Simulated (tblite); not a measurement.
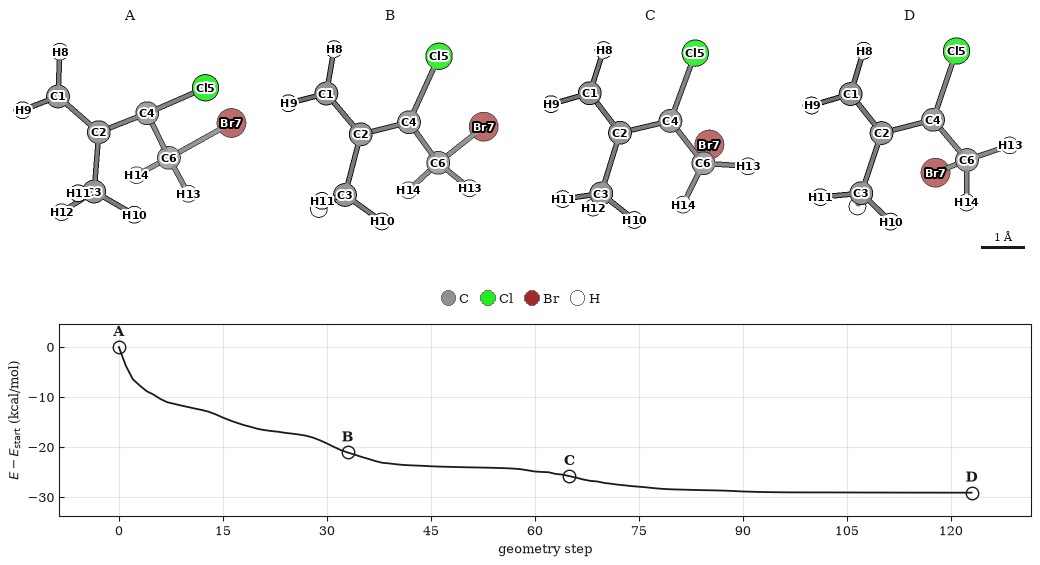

Frames of a relaxation of C5H7BrCl (multiplicity 2), marked on the history of the run. A ball-and-stick model, seen from a free direction.

Method: GFN2-xTB geometry optimisation, gas phase (tblite). 

### Describe the path.

After 123 geometry steps the energy has fallen by 29.1 kcal/mol. The atom that moves furthest after the best rigid fit is Br7 (2.20 Å). Largest moves by element: Br 2.20 Å, H 2.05 Å, Cl 1.32 Å, C 0.64 Å. Near-neighbour distances that change, for instance: Cl5–Br7 3.035 → 3.914 Å, C6–Br7 1.947 → 2.070 Å, C2–C4 1.481 → 1.411 Å, C4–Cl5 1.781 → 1.720 Å. Bond angles that change, for instance: Br7–C6–H14 113.3° → 101.9°, C2–C4–C6 113.7° → 124.4°, Cl5–C4–C6 107.9° → 115.4°. Groups turn about C2–C3 by about 45°. From step 0 to 33: Cl5 moves most (1.17 Å), energy −21.1 kcal/mol. From step 33 to 65: Br7 moves most (0.99 Å), energy −4.72 kcal/mol. From step 65 to 123: Br7 moves most (0.94 Å), energy −3.30 kcal/mol.

| step | E − E(0), kcal/mol |
| --- | --- |
| 0 | 0.00 |
| 1 | -3.71 |
| 2 | -6.40 |
| 3 | -7.67 |
| 4 | -8.80 |
| 5 | -9.50 |
| 6 | -10.37 |
| 7 | -11.03 |
| 8 | -11.35 |
| 9 | -11.68 |
| 10 | -11.98 |
| 16 | -14.63 |
| 22 | -16.77 |
| 28 | -18.08 |
| 34 | -21.47 |
| 40 | -23.40 |
| 46 | -23.86 |
| 52 | -24.05 |
| 58 | -24.40 |
| 64 | -25.47 |
| 69 | -26.83 |
| 75 | -27.88 |
| 81 | -28.46 |
| 87 | -28.65 |
| 93 | -28.95 |
| 99 | -29.02 |
| 105 | -29.03 |
| 111 | -29.06 |
| 117 | -29.07 |
| 123 | -29.07 |
